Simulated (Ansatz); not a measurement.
**Run report: SiNH4Cl, single-point calculation**

SiNH4Cl, computed with RKS B97M-V/def2-TZVPP (Ansatz 0.2.0).

The geometry comes from this level: PBE0-D4/def2-TZVP.

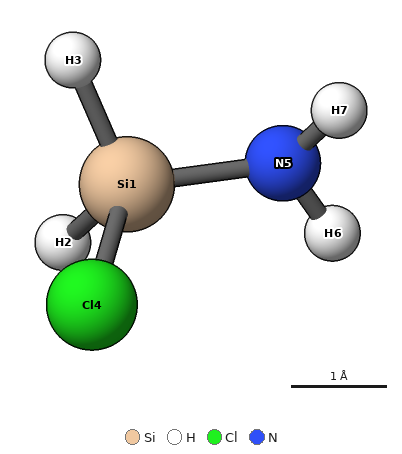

Fig. 1: The input geometry (ball-and-stick view, seen at a tilt; atoms are numbered from 1 in the order of the input). Bond lengths as drawn: Cl–Si 2.07 Å, H–N 1.01 Å, H–Si 1.48 Å and N–Si 1.70 Å.

## Key numbers

```json
{"quantity": "outcome", "value": "converged"}
{"quantity": "total energy", "value": "−21953.5328 eV"}
{"quantity": "SCF solution under orbital rotations", "value": "stable"}
{"quantity": "hardware", "value": "4 threads of Arm Neoverse V1, 23 GiB of memory available, shared host"}
{"quantity": "wall time", "value": "3.8 s (CPU time 14 s)"}
{"quantity": "peak memory", "value": "0.56 GiB"}
```

## The input
```yaml
crystal:
  periodic: [false, false, false]
  atoms:
    - {symbol: Si, position_ang: [-1.558871, 0.528341, -0.648153]}
    - {symbol: H, position_ang: [-1.817930, -0.711236, -1.410422]}
    - {symbol: H, position_ang: [-2.404838, 1.663991, -1.071707]}
    - {symbol: Cl, position_ang: [-2.108531, 0.113909, 1.305498]}
    - {symbol: N, position_ang: [0.071035, 0.961952, -0.867041]}
    - {symbol: H, position_ang: [0.796716, 0.266716, -0.795878]}
    - {symbol: H, position_ang: [0.402276, 1.865400, -0.568528]}
basis:
  gaussian: {orbitals: def2-TZVPP}
hamiltonian: {xc: {name: B97M-V}}
```

Launched with:
```bash
ansatz run in.yaml --threads 4 --pin off --events-out ev --progress --plain --max-ram 9574MiB
```

## What the program printed
```
Functional definition: B97M-V
  name "B97M-V"
  cite "Mardirossian & Head-Gordon, J. Chem. Phys. 142, 074111 (2015) doi:10.1063/1.4907719"
  cite "Becke, J. Chem. Phys. 107, 8554 (1997) doi:10.1063/1.475007"
  cite "Vydrov & Van Voorhis, J. Chem. Phys. 133, 244103 (2010) doi:10.1063/1.3521275"
  # Of w^i u^j: cxij and so on, Table III.
  parameter cx00 = 1.000
  parameter cx01 = 1.308
  parameter cx02 = 1.901
  parameter cx10 = 0.416
  parameter cx11 = 3.070
  parameter css00 = 1.000
  parameter css02 = -1.855
  parameter css10 = -5.668
  parameter css32 = -20.497
  parameter css42 = -20.364
  parameter cos00 = 1.000
  parameter cos01 = 1.573
  parameter cos03 = -6.298
  parameter cos10 = 2.535
  parameter cos32 = -6.427
  parameter b = 6.0
  parameter c = 0.01
  gx(w, u) = cx00 + cx01*u + cx02*u^2 + (cx10 + cx11*u)*w
  gss(w, u) = css00 + css02*u^2 + css10*w + (css32*w^3 + css42*w^4)*u^2
  gos(w, u) = cos00 + cos01*u + cos03*u^3 + cos10*w + cos32*w^3*u^2
  exchange = spin_sum(e_x_unif_s*gx(b97_w, b97_u_x))
  correlation = spin_sum(e_c_pw_mod_same_spin*gss(b97_w, b97_u_same))
      + integral(e_c_pw_mod_opposite_spin*gos(b97_w_opposite, b97_u_opposite)) + vv10(b, c)
973 factors; their error is unknown
mean field evaluation 1: about -21946.5487 eV, gradient 6.1e1 eV
mean field evaluation 2: about -21928.8842 eV, gradient 9.8e1 eV
mean field evaluation 4: about -21953.5048 eV, gradient 4.8e0 eV
mean field evaluation 8: about -21953.5595 eV, gradient 1.3e-1 eV
mean field evaluation 16: about -21953.5327 eV, gradient 1.5e-4 eV
mean field -21953.53272584 eV, -806.7774470355 hartree, gradient 1.4e-5 eV, S^2 0.000000; 0 other end points of the search recorded, 0 dependent functions left out
reference -21953.53277860 eV, -806.7774489745 hartree; 21, 21 occupied and 150, 150 virtual orbitals, 973 factors
Total energy: -21953.53277860 eV, -806.7774489745 hartree
```
